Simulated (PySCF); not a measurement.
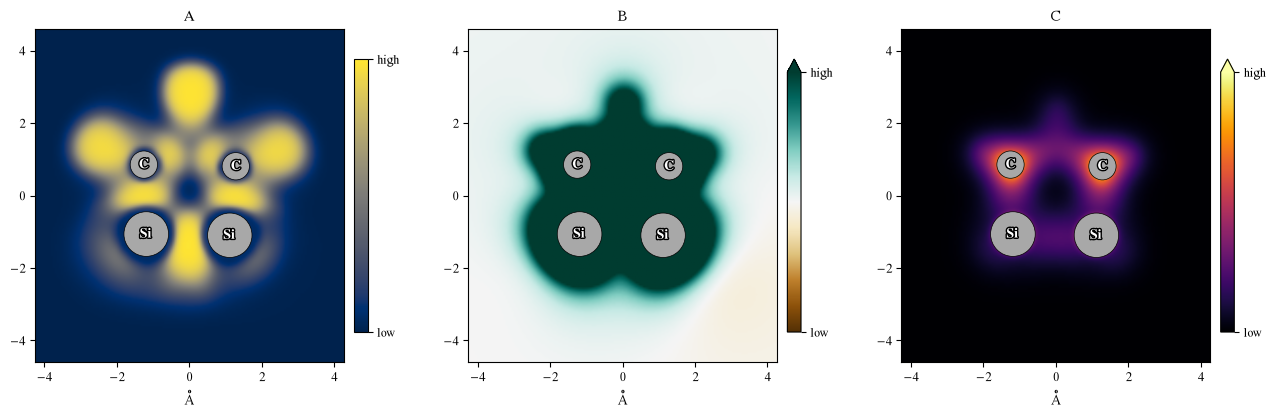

C$_{3}$H$_{9}$FSi$_{2}$: 3 fields on the plane of atoms Si2, Si6 and C5, with unlabelled colour scales. Grey discs cover the atomic cores.

Geometry: GFN2-xTB.

Method: PBE0/pcSseg-1, SCF density, gas phase, non-relativistic in PySCF 2.14.0.

Q: Match the panels to the quantities (electron density, electron localisation function and electrostatic potential).

A: Panel A: electron localisation function. Panel B: electrostatic potential (strongly positive close to the atoms and fading to about zero outside). Panel C: electron density. From the grid: C–Si (1.91 Å): ρ is about 0.93 e/Å³ halfway; the ELF peaks at about 0.95 between the atoms: a covalent bond. Si–Si (2.30 Å): the density is about 0.68 e/Å³ at the midpoint; the ELF peaks at about 1 between the atoms; localised, covalent bonding.
